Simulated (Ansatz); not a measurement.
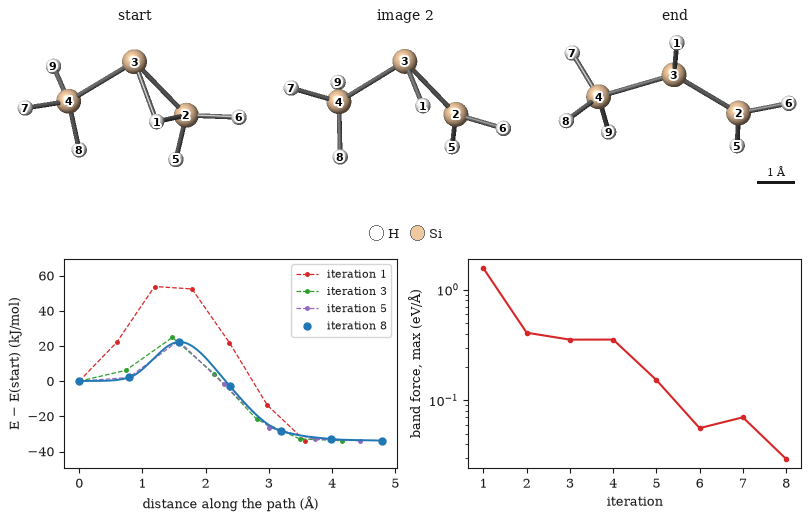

NEB run on Si$_{3}$H$_{6}$. Images are numbered from 0 (start) to 6 (end). The plot follows the band through its iterations. A ball-and-stick model, seen from a free direction.

Method: Ansatz, RKS PBE0-D4/def2-SVP. Settings: 5 movable images; climbing image.

Question: Judge this run.

Answer: The run is converged, with reservations. The band converged in 8 iterations. The largest component of the band force went from 1.6 to 0.029 eV/Å. The climbing image converged on the top of the path. Its curvatures weren't checked. The largest force component is 0.14 eV/Å at the start and 0.14 eV/Å at the end; an end with forces this large is no minimum, and the barrier measured from it can be far off. The first iteration put the highest image at 53.9 kJ/mol. The highest point, image 2, lies 22.4 kJ/mol above the start and 56.2 kJ/mol above the end; the end is at −33.9 kJ/mol relative to the start.
